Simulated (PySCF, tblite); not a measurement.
# C₄H₁₁PSi+ (doublet): geometry, infrared bands and EPR parameters

Wanted: the infrared bands and EPR parameters of C₄H₁₁PSi+ (doublet) (`C[C@@H]1C[C@@H]1[SiH2][PH2+]`), by calculation.

Computed with tblite 0.8.0 and PySCF 2.14.0, with density-fitted response routines of our own, on a single molecule in the gas phase. Atoms are numbered from 0 throughout.

**1. Starting geometry**

17 atoms, charge 1, multiplicity 2; geometry from: force field or distance geometry start.

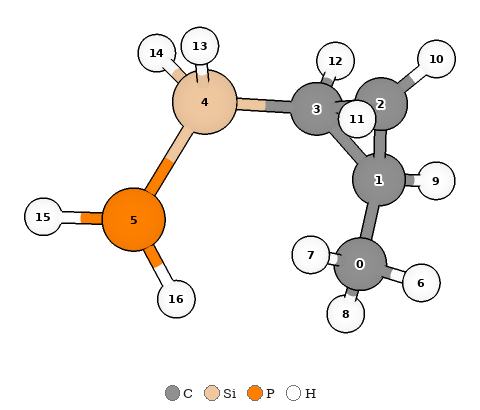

The starting geometry (carbon grey, silicon light orange, phosphorus orange, hydrogen white), atoms numbered.

**2. Relaxing the molecule with GFN2-xTB**

What the job is given:

```
{"job": {"kind": "relax", "xc": "GFN2-xTB", "basis": "xTB"}, "charge": 1, "multiplicity": 2}
C     -1.243900    -1.227600    -0.468400
C     -1.358000     0.012900     0.361300
C     -1.113400     1.278500    -0.427000
C     -0.242000     0.881000     0.741100
Si     1.515300     0.738400     0.347000
P      2.315800    -1.180500    -0.239800
H     -2.175300    -1.267600    -1.106900
H     -0.406500    -1.124400    -1.176000
H     -1.216200    -2.112900     0.172900
H     -2.284100     0.063300     0.988300
H     -1.840000     2.102100    -0.302300
H     -0.708700     1.116300    -1.429700
H     -0.465700     1.546300     1.641500
H      1.837400     1.723100    -0.733500
H      2.288000     1.203500     1.532000
H      3.655100    -1.445800     0.274400
H      1.435200    -2.294500    -0.184800
```

Started as:

```console
$ OMP_NUM_THREADS=1 python probes_run.py task.json out
```

This one command runs all jobs of the session in turn.

Log:

```text
step      E/eV     max force
  0    -486.85674    2.998
  1    -487.18841    1.411
  2    -487.29796    0.608
  3    -487.37089    0.888
  4    -487.47498    1.039
  5    -487.55237    0.725
  6    -487.58578    0.508
  7    -487.60813    0.222
  8    -487.61521    0.187
  9    -487.62386    0.281
 10    -487.63178    0.281
 11    -487.63864    0.211
 12    -487.64454    0.216
 13    -487.65037    0.173
 14    -487.65757    0.187
 15    -487.66546    0.243
 16    -487.67179    0.201
 17    -487.67647    0.163
 18    -487.68031    0.174
 19    -487.68392    0.178
 20    -487.68778    0.200
 21    -487.69106    0.127
 22    -487.69342    0.108
 23    -487.69549    0.115
 24    -487.69786    0.142
 25    -487.70042    0.145
 26    -487.70276    0.113
 27    -487.70490    0.115
 28    -487.70753    0.133
 29    -487.71126    0.152
 30    -487.71553    0.151
 31    -487.71923    0.132
 32    -487.72237    0.141
 33    -487.72517    0.139
 34    -487.72774    0.119
 35    -487.73014    0.096
 36    -487.73210    0.086
 37    -487.73384    0.100
 38    -487.73569    0.132
 39    -487.73769    0.114
 40    -487.73955    0.137
 41    -487.74111    0.127
 42    -487.74257    0.117
 43    -487.74415    0.156
 44    -487.74612    0.129
 45    -487.74867    0.133
 46    -487.75212    0.130
 47    -487.75542    0.174
 48    -487.75982    0.204
 49    -487.76358    0.151
 50    -487.76522    0.192
 51    -487.76625    0.256
 52    -487.77096    0.123
 53    -487.77352    0.108
 54    -487.78654    0.236
 55    -487.79067    0.147
 56    -487.79643    0.156
 57    -487.79980    0.115
 58    -487.80162    0.120
 59    -487.80389    0.129
 60    -487.80710    0.155
 61    -487.80872    0.090
 62    -487.81029    0.069
 63    -487.81138    0.091
 64    -487.81241    0.090
 65    -487.81372    0.085
 66    -487.81490    0.070
 67    -487.81568    0.054
 68    -487.81621    0.055
 69    -487.81686    0.065
 70    -487.81783    0.083
 71    -487.81899    0.078
 72    -487.81992    0.050
 73    -487.82044    0.043
 74    -487.82077    0.043
 75    -487.82113    0.044
 76    -487.82158    0.048
 77    -487.82203    0.088
 78    -487.82253    0.049
 79    -487.82306    0.052
 80    -487.82368    0.051
 81    -487.82406    0.055
 82    -487.82464    0.056
 83    -487.82522    0.059
 84    -487.82592    0.070
 85    -487.82657    0.079
 86    -487.82713    0.072
 87    -487.82753    0.047
 88    -487.82780    0.027
 89    -487.82797    0.023
 90    -487.82810    0.033
 91    -487.82826    0.041
 92    -487.82847    0.040
 93    -487.82870    0.033
 94    -487.82890    0.030
 95    -487.82906    0.033
 96    -487.82924    0.032
 97    -487.82948    0.031
 98    -487.82978    0.038
 99    -487.83006    0.036
100    -487.83031    0.035
101    -487.83056    0.036
102    -487.83084    0.036
103    -487.83113    0.037
104    -487.83140    0.032
105    -487.83165    0.033
106    -487.83192    0.031
107    -487.83225    0.035
108    -487.83264    0.043
109    -487.83305    0.052
110    -487.83349    0.066
111    -487.83394    0.068
112    -487.83432    0.054
113    -487.83461    0.049
114    -487.83489    0.052
115    -487.83532    0.079
116    -487.83602    0.094
117    -487.83696    0.090
118    -487.83802    0.074
119    -487.83868    0.062
120    -487.83910    0.045
121    -487.83938    0.036
122    -487.83980    0.028
123    -487.83998    0.050
124    -487.84015    0.032
125    -487.84027    0.028
126    -487.84043    0.023
127    -487.84056    0.022
128    -487.84076    0.024
129    -487.84091    0.023
130    -487.84104    0.027
131    -487.84115    0.028
132    -487.84125    0.024
133    -487.84139    0.033
134    -487.84153    0.033
135    -487.84170    0.027
136    -487.84182    0.029
137    -487.84202    0.028
138    -487.84217    0.025
139    -487.84230    0.023
140    -487.84241    0.021
141    -487.84253    0.020
142    -487.84266    0.020
143    -487.84277    0.026
144    -487.84287    0.026
145    -487.84296    0.021
146    -487.84304    0.024
147    -487.84310    0.022
148    -487.84313    0.017
149    -487.84316    0.012
150    -487.84318    0.011
151    -487.84322    0.013
152    -487.84325    0.014
153    -487.84328    0.013
154    -487.84330    0.009
```

Run time: 1.2 s. Hardware: 1 thread of Arm Neoverse V1, shared host.

Along the way: (not every step is listed)

```csv
step,energy from step 0 (eV),largest force (eV/Å)
0,0.0000,2.9977
1,-0.3317,1.4111
2,-0.4412,0.6083
3,-0.5141,0.8882
4,-0.6182,1.0395
5,-0.6956,0.7245
6,-0.7290,0.5080
7,-0.7514,0.2216
8,-0.7585,0.1872
22,-0.8367,0.1079
36,-0.8754,0.0861
50,-0.9085,0.1917
64,-0.9557,0.0897
78,-0.9658,0.0495
92,-0.9717,0.0397
106,-0.9752,0.0313
120,-0.9824,0.0450
134,-0.9848,0.0331
148,-0.9864,0.0168
149,-0.9864,0.0115
150,-0.9864,0.0110
151,-0.9865,0.0130
152,-0.9865,0.0137
153,-0.9865,0.0125
154,-0.9866,0.0089
```

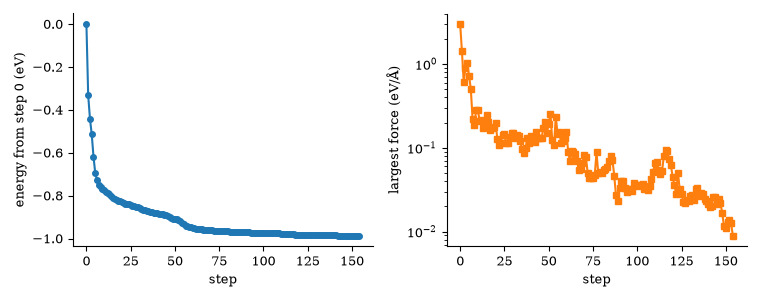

Energy and largest force along the relaxation.

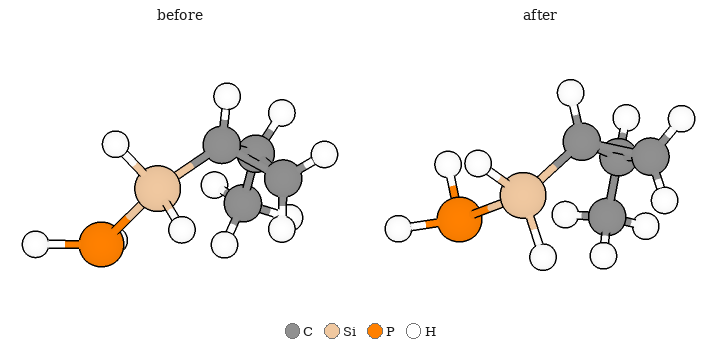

The geometry before (left) and after (right).

Distances of close pairs at the start and the end, largest changes first:

```csv
bond,before (Å),after (Å),change (Å)
Si4–P5,2.160,2.370,+0.209
C1–C3,1.464,1.539,+0.075
P5–H15,1.459,1.391,-0.068
C3–Si4,1.807,1.869,+0.063
C3–H12,1.142,1.086,-0.056
C0–H6,1.130,1.090,-0.040
Si4–H13,1.497,1.459,-0.038
C1–H9,1.120,1.083,-0.036
```

The end geometry stands in the next job.

**3. Harmonic vibrations with GFN2-xTB**

What the job is given:

```
{"job": {"kind": "ir", "xc": "GFN2-xTB", "basis": "xTB"}, "charge": 1, "multiplicity": 2}
C     -1.080722    -1.024714    -0.893688
C     -1.362358    -0.005467     0.167692
C     -1.356993     1.441206    -0.152490
C     -0.231251     0.892241     0.699632
Si     1.522748     0.805096     0.059362
P      2.002612    -1.511261     0.196540
H     -2.018135    -1.341933    -1.349860
H     -0.443039    -0.619836    -1.677585
H     -0.613531    -1.920726    -0.475203
H     -2.060122    -0.342512     0.924983
H     -2.071881     2.083852     0.338727
H     -1.129149     1.736995    -1.165324
H     -0.312215     1.112683     1.759983
H      1.761516     1.056816    -1.358111
H      2.503836     1.330229     1.010329
H      3.348297    -1.717774     0.480142
H      1.533388    -1.962863     1.424963
```

Log:

```text
mode    cm-1     km/mol
  1      53.7      1.10
  2      94.8      3.56
  3     131.5      8.10
  4     187.3      7.01
  5     207.5      1.13
  6     231.4      5.82
  7     294.3     28.73
  8     353.9     21.29
  9     380.4      8.29
 10     382.1    101.50
 11     407.6      5.05
 12     429.0     46.34
 13     493.2     21.48
 14     612.6     96.43
 15     684.2     46.04
 16     714.9    118.67
 17     799.1     27.36
 18     866.0     15.93
 19     890.1      4.43
 20     912.7    129.97
 21    1005.0     35.62
 22    1015.4     17.25
 23    1029.1     43.44
 24    1064.4     18.65
 25    1069.6      8.49
 26    1083.1     45.71
 27    1156.3      5.98
 28    1220.5      0.67
 29    1276.4      9.82
 30    1372.9     27.34
 31    1400.9     50.75
 32    1433.3      4.19
 33    1451.2     38.88
 34    1467.5     11.42
 35    2253.6     56.27
 36    2303.5     92.55
 37    2315.7     68.12
 38    2374.6     33.00
 39    2950.0     41.97
 40    3011.5      2.17
 41    3019.5      6.93
 42    3023.2     24.66
 43    3053.7      7.81
 44    3091.2      6.73
 45    3108.2      6.80
```

Run time: 0.63 s. Hardware: 1 thread of Arm Neoverse V1, shared host.

The strongest bands and the atoms that carry them (share of the mass-weighted mode):

| cm⁻¹ | km/mol | atoms |
| --- | --- | --- |
| 382 | 101.5 | H15 69 %, P5 11 % |
| 613 | 96.4 | H13 63 %, H14 28 % |
| 715 | 118.7 | H14 37 %, H13 35 %, Si4 14 % |
| 913 | 130.0 | C2 27 %, C3 20 %, H10 14 %, C1 13 % |
| 1401 | 50.8 | H6 28 %, H8 21 %, C0 21 %, H7 18 % |
| 2254 | 56.3 | H14 94 % |
| 2304 | 92.5 | H13 75 %, H16 11 % |
| 2316 | 68.1 | H15 41 %, H16 38 %, H13 18 % |

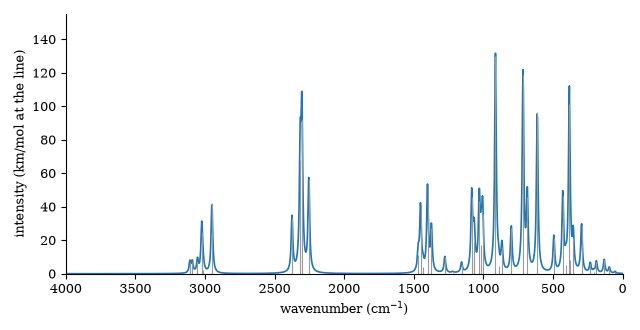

The infrared spectrum from these modes, unscaled. Lines are broadened to a width of 14 cm⁻¹ (Lorentzian).

**4. g tensor and hyperfine couplings: B3LYP/pcH-1**

Settings changed since step 3:

```diff
@@ -1,2 +1,2 @@
-{"job": {"kind": "ir", "xc": "GFN2-xTB", "basis": "xTB"}, "charge": 1, "multiplicity": 2}
+{"job": {"kind": "epr", "basis": "pcH-1"}, "charge": 1, "multiplicity": 2}
 C     -1.080722    -1.024714    -0.893688
```

With the program's defaults for keys left out, this is: UKS B3LYP, pcH-1 on C H P Si, non-relativistic, mean-field spin-orbit, GIAO.

Log:

```text
UKS, coarse grid
  cycle   1  E = -789.52659721  |g| = 3.51e-01
  cycle   2  E = -789.21666499  |g| = 7.10e-01
  cycle   3  E = -789.56870713  |g| = 1.80e-01
  cycle   4  E = -789.58761102  |g| = 5.22e-02
  cycle   5  E = -789.58968688  |g| = 1.62e-02
  cycle   6  E = -789.58982227  |g| = 6.41e-03
  cycle   7  E = -789.58984727  |g| = 1.82e-03
  cycle   8  E = -789.58985225  |g| = 1.01e-03
  cycle   9  E = -789.58985223  |g| = 3.26e-04
UKS, final grid
  cycle   1  E = -789.58987377  |g| = 4.53e-04
  cycle   2  E = -789.58987362  |g| = 7.38e-04
  cycle   3  E = -789.58987393  |g| = 8.88e-05
  cycle   4  E = -789.58987394  |g| = 4.92e-05
  cycle   5  E = -789.58987395  |g| = 2.09e-05
E = -789.58987395 Eh   <S^2> = 0.7534 (exact 0.7500)
g shifts (ppm)      1          2          3
  rmc          -178       -178       -178
  gc              5         48         54
  oz_so         840       6060      15744
  total         667       5930      15619
hyperfine (MHz)  atom isotope    a_iso     a_fc   dipolar eigenvalues
    0   13C       5.19       5.16     -2.87     -2.70      5.57
    1   13C       1.65       1.60     -4.30     -3.75      8.05
    2   13C       2.59       2.54     -2.60     -2.01      4.61
    3   13C       6.60       6.50     -6.03     -5.43     11.46
    4  29Si      16.33      16.52    -18.22      7.41     10.81
    5   31P     686.54     687.47   -278.62   -265.30    543.92
    6    1H      37.05      37.05     -2.06     -1.43      3.50
    7    1H       0.88       0.87     -2.44     -0.76      3.20
    8    1H      26.20      26.20     -5.20     -0.22      5.41
    9    1H       2.29       2.28     -1.99     -0.85      2.84
   10    1H      17.45      17.44     -1.54     -0.54      2.08
   11    1H       0.53       0.51     -1.52     -0.00      1.52
   12    1H       2.06       2.03     -2.55     -0.55      3.10
   13    1H      -6.17      -6.17     -2.55     -1.27      3.81
   14    1H     107.16     107.16     -3.31      1.09      2.23
   15    1H      -2.01      -2.11    -13.64      0.75     12.89
   16    1H      -5.51      -5.61    -13.29      0.65     12.64
```

Run time: 85 s. Hardware: 1 thread of Arm Neoverse V1, shared host; peak memory 0.97 GiB.

Principal g values 2.00299, 2.00825, 2.01794; g(iso) = 2.00972, against 2.00232 for a free electron.

Hyperfine couplings; where a row names several nuclei, a(iso) is their mean (it holds for fast rotation or exchange) and the dipolar term the largest among them:

```csv
nuclei,isotope,a(iso) (MHz),"a(iso) (G, at g = 2.0023)",largest dipolar term (MHz)
P5,31P,686.5,245.0,543.9
H14,1H,107.2,38.2,-3.3
"H6, H7, H8",1H,21.4,7.6,5.4
H10,1H,17.4,6.2,2.1
Si4,29Si,16.3,5.8,-18.2
C3,13C,6.6,2.4,11.5
H13,1H,-6.2,-2.2,3.8
C0,13C,5.2,1.9,5.6
"H15, H16",1H,-3.8,-1.3,-13.6
C2,13C,2.6,0.9,4.6
H9,1H,2.3,0.8,2.8
H12,1H,2.1,0.7,3.1
C1,13C,1.6,0.6,8.0
H11,1H,0.5,0.2,1.5
```

Mulliken spin populations:

C0 0.01; C1 0.03; C2 0.01; C3 0.04; Si4 0.03; P5 0.83; H6 0.02; H7 0.00; H8 0.00; H9 0.00; H10 0.01; H11 0.00; H12 0.00; H13 0.00; H14 0.05; H15 -0.01; H16 -0.01

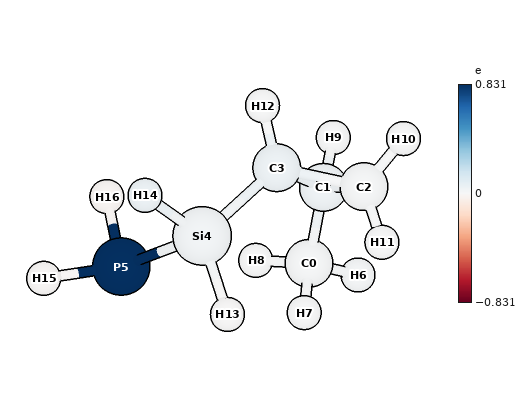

Mulliken spin populations, as colours on the atoms.

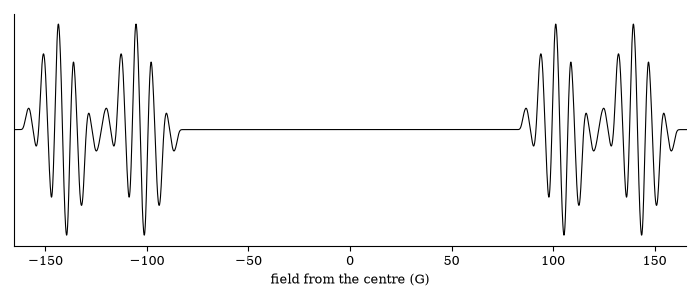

First-order isotropic spectrum (first derivative, main isotopes with spin only, couplings over 0.8 MHz, Gaussian width 0.8 G; couplings of the frozen geometry, rotation of groups not averaged beyond the rows shown).

The fields below are evaluated on a grid from the run's orbitals.

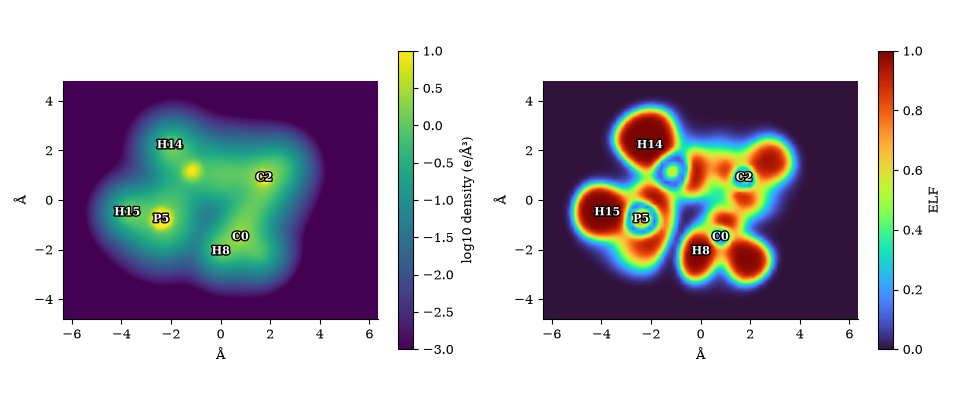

Density (left) and ELF (right) in a plane through or near 6 of the atoms.

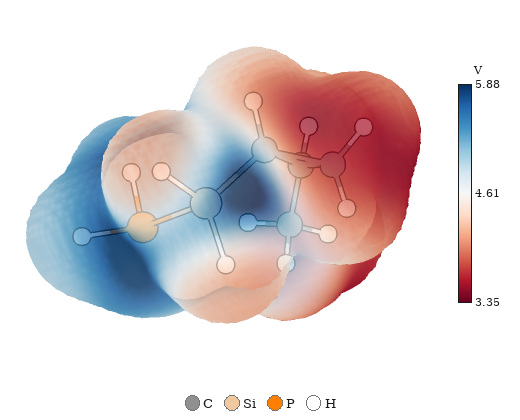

Electrostatic potential on the surface of density 0.002 e/bohr³; red is low, blue high. It runs from 3.35 to 5.88 V.

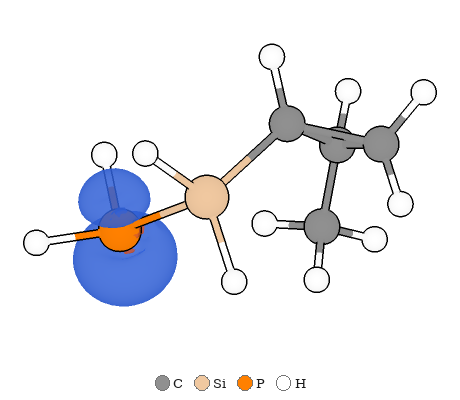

Spin density at ±0.09 e/Å³ (alpha excess blue, beta excess red).

**5. Results**

```
                                 quantity                 value
strongest single infrared mode (GFN2-xTB)  913 cm⁻¹, 130 km/mol
             zero-point energy (GFN2-xTB)         81.0 kcal/mol
                           g(iso) (B3LYP)               2.00972
                                     ⟨S²⟩    0.753 (exact 0.75)
       largest a(iso) (averaged by class)  31P on P5, 686.5 MHz
```

**Reading.** Relaxing lowered the energy by 0.987 eV in 154 steps; the close pair that moved most is Si4–P5, from 2.160 to 2.370 Å. All 45 modes are real, so the xTB geometry is a minimum. The strongest single mode, at 913 cm⁻¹, is spread over several atoms, C2, C3, H10, C1 among them. Unscaled tight-binding wavenumbers are off by several per cent, some by more. Its intensities can rank the bands wrongly. P5 carries the largest spin population, 0.83 e. The isotropic g lies 7.4 ppt above the free-electron value.
